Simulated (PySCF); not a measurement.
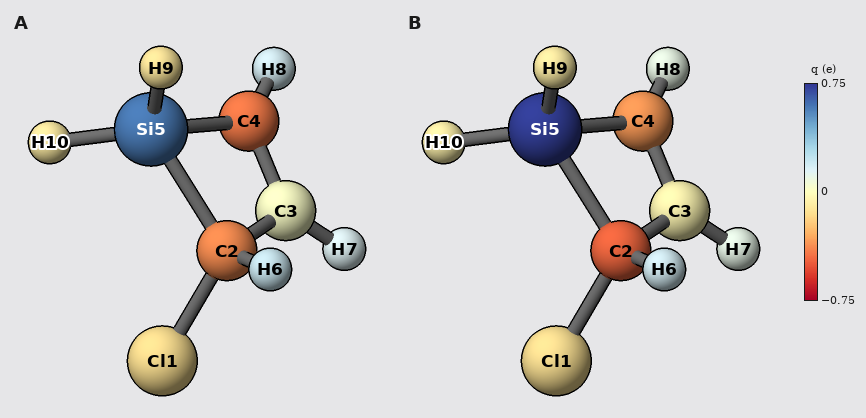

Atomic charges of one calculation by 2 schemes, on one colour scale. Computed geometry: GFN2-xTB optimisation. No frequency run is at hand to confirm it as a minimum. Method: PBE0/pcSseg-1 (PySCF 2.14.0).

### The schemes are ESP-fitted, Mulliken. Which panel shows which?

A ESP-fitted, B Mulliken.

List the charges (e), one line for each set of equivalent atoms.

| atom | ESP-fitted | Mulliken |
| --- | --- | --- |
| Cl1 | −0.14 | −0.13 |
| C2 | −0.37 | −0.46 |
| C3 | 0.02 | −0.04 |
| C4 | −0.41 | −0.34 |
| Si5 | 0.58 | 0.73 |
| H6 | 0.20 | 0.18 |
| H7 | 0.14 | 0.11 |
| H8 | 0.18 | 0.10 |
| H9 | −0.11 | −0.08 |
| H10 | −0.08 | −0.06 |

The geometry is semi-empirical. Around Si such bond lengths and angles can be off by a tenth of an ångström or more and by several degrees, and values that hang on the shape move with them.
